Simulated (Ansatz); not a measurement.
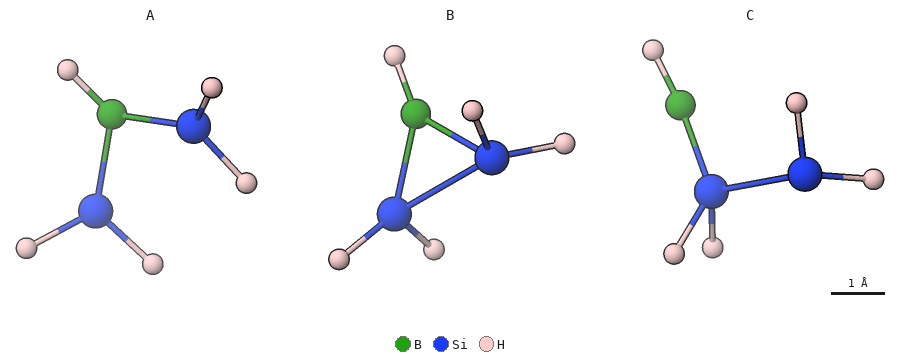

3 geometries from one relaxation of BSi₂H₅, in shuffled order. A ball-and-stick model, seen at a tilt.

It is one of the separated reactants of a reaction.

Computed with RKS PBE-D4/def2-SVP (Ansatz). Set-up: force threshold 0.03 eV/Å; at most 250 steps.

### Order the frames from highest to lowest energy.

C, B, A. They are steps 0, 9, 24, at +328.8 kJ/mol, +89.6 kJ/mol relative to the last. The atom that moves furthest after the best rigid fit is a Si atom (1.09 Å). Largest moves by element: Si 1.09 Å, H 1.07 Å, B 0.72 Å. Some distances before and after: B–Si 3.359 → 1.893 Å, Si–Si 2.320 → 2.785 Å, H–Si 1.420 → 1.509 Å, B–Si 1.833 → 1.893 Å. New bonds form, among them: B–Si (3.36 → 1.89 Å). Bond angles that change, for instance: H–Si–H 62.4° → 109.3°, Si–B–H 167.3° → 126.0°, B–Si–H 117.3° → 123.8°. After 22 accepted moves (24 points after the start) the energy has fallen by 328.8 kJ/mol. Largest force component: 2 eV/Å at the start, 0.0039 eV/Å at the end. The line search rejected the trial steps at points 19, 21 of the run. The run took 23 s on 2 threads of AMD EPYC 7R32 (shared host).
